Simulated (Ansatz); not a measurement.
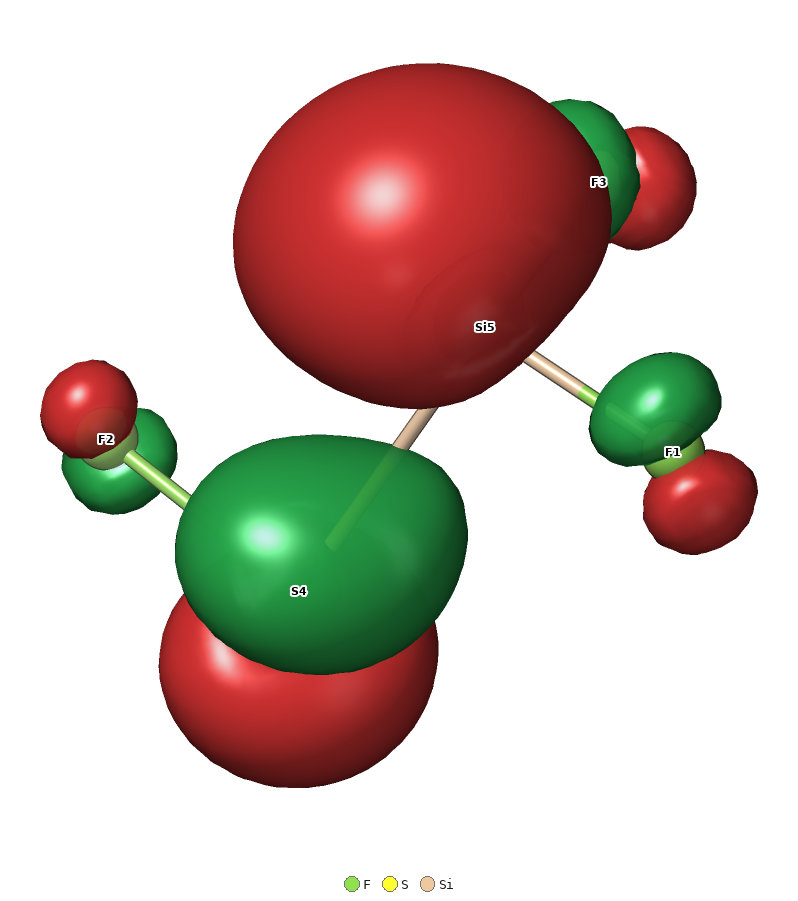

*F3SSi (SMILES FS[Si](F)F) (doublet). One frontier orbital at ±0.15 Å⁻³ᐟ² (green and red are the two phases), seen at a tilt.*

Geometry: B3LYP/6-31G*.

The calculation used isolated molecule in a Gaussian basis; Kohn-Sham density functional theory, functional PBE0 (Ansatz).

```
atom    x (Å)    y (Å)    z (Å)
   F   1.6593   1.2250  -0.3973
   F  -1.0821  -1.9458  -0.2950
   F  -0.8779   1.4937  -0.8124
   S   0.3937  -1.4199  -0.8427
  Si   0.2174   0.6000  -0.0451
```

Which orbital is it: HOMO (α) or LUMO (α)?

The HOMO (α), at −7.48 eV. Its weight (Hirshfeld) is mainly on Si5 (about 55 %), S4 (about 35 %) and F3 (about 5 %).
